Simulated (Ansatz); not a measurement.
H₃SSi₂ (doublet)

The calculation's input:

```
basis:
  gaussian: {orbitals: def2-TZVPD}
crystal:
  periodic: [false, false, false]
  atoms:
    - {symbol: S, position_ang: [0.296297, -2.328447, 0.532038]}
    - {symbol: Si, position_ang: [-0.337847, -0.766990, -0.854693]}
    - {symbol: Si, position_ang: [1.704846, -1.752124, -1.035871]}
    - {symbol: H, position_ang: [-1.507224, -1.231314, -1.675615]}
    - {symbol: H, position_ang: [2.066027, -2.852041, -1.964798]}
    - {symbol: H, position_ang: [2.907897, -1.024307, -0.566394]}
magnetization: {spin_polarized: true, initial_magnetization: 1}
hamiltonian: {xc: pbe0}
output: {forces: true, orbitals: {seedname: orbitals}}
```

Launched as:

```sh
ansatz run input.yaml --threads 1 --pin off --max-ram 2610MiB --events-out events.jsonl --progress --plain --runs-dir runs
```

Geometry: B3LYP/6-31G*.

Theory: isolated molecule in a Gaussian basis; Kohn-Sham density functional theory, functional PBE0 (Ansatz).

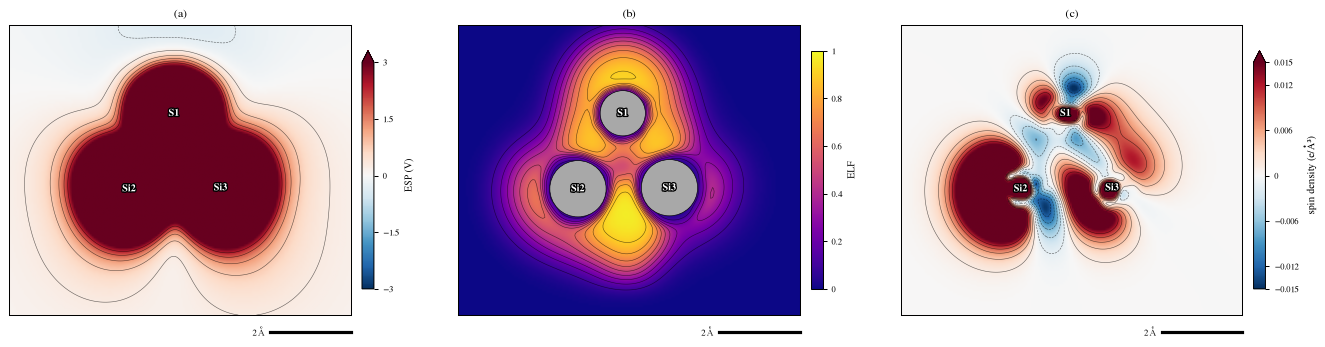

Figure 1. (a) electrostatic potential; (b) ELF; (c) spin density (α minus β) on the plane of atoms S1, Si3 and Si2. Grey discs cover the atomic cores in the ELF map.

### What do the fields say about this system?

The section cuts through S and Si sites.
Si–S (2.18 Å): the ELF peaks at about 0.80 between the atoms (a shared electron pair).
Si–Si (2.28 Å): the ELF peaks at about 0.85 between the atoms (localised, covalent bonding).
The ELF also peaks beside S1, away from the bonds: non-bonding electrons, paired or unpaired.
The unpaired spin (1 electron) lies mostly on Si2 (about 0.7), S1 (about 0.2), Si3 (about 0.1) and H4 (about 0.1), in electrons by Hirshfeld's partition.
Outside the dense part of the molecule the potential is most negative (−0.4 V) near S1.

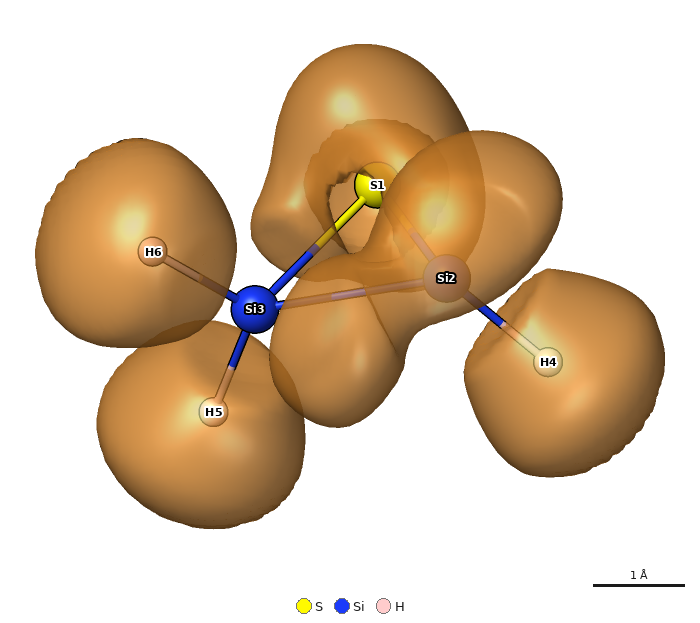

Figure 2. Isosurface of the ELF at 0.75 (orange), seen across its widest extent. Core shells and regions of very low density are left out.

### Where are the electrons localised?

The surface consists of three regions around hydrogen nuclei, one region on S in which the atom's valence shell and bonds are merged and one region on Si in which the atom's valence shell and bonds are merged.

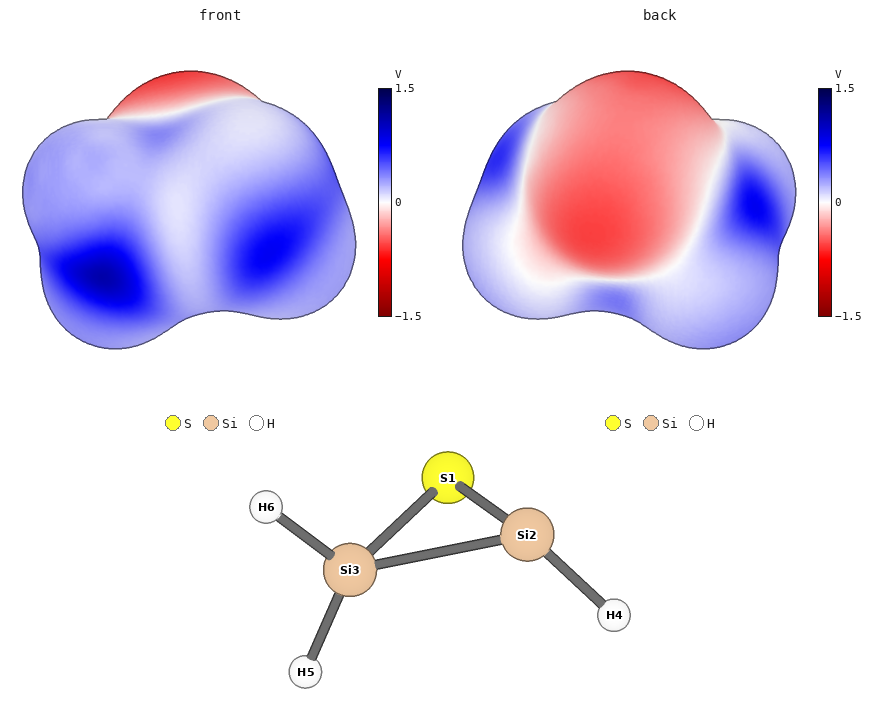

Figure 3. The electrostatic potential painted on the density surface at 0.001 e/bohr³, seen from the front and from behind; the colour scale runs from red (negative) to blue (positive). The bare structure is drawn below in the same view.

### Which sites attract a positive test charge, and which a negative one?

A positive charge is drawn to the negative regions and a negative charge to the positive ones. The most negative region (about −0.6 V) lies over S1, the most positive (about +1.0 V) over Si3.

### What dipole moment does the calculation give?

Its dipole moment is 1.39 D.

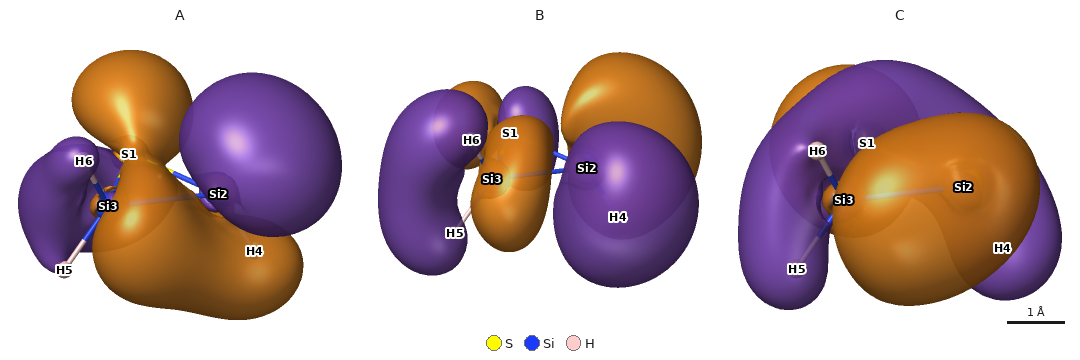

Figure 4. Three frontier orbitals at ±0.05 Å⁻³ᐟ² (orange and purple are the two phases), in no order.

### Which picture is the HOMO−1, the HOMO and the LUMO? All are α orbitals.

C is the HOMO−1 (α) (−7.56 eV). Its weight (Hirshfeld) is mainly on S1 (about 35 %), Si2 (about 30 %) and Si3 (about 25 %). A is the HOMO (α) (−6.35 eV). It lies mainly on Si2 (about 50 %), S1 (about 25 %), Si3 (about 15 %) and H4 (about 5 %); π-antibonding (π*) across Si2–S1. B is the LUMO (α) (−0.74 eV). By Hirshfeld shares it lies mainly on Si2 (about 55 %), Si3 (about 20 %), S1 (about 10 %) and H4 (about 5 %).

### What is the gap between the highest occupied and lowest empty α orbitals?

5.61 eV between the orbital energies.
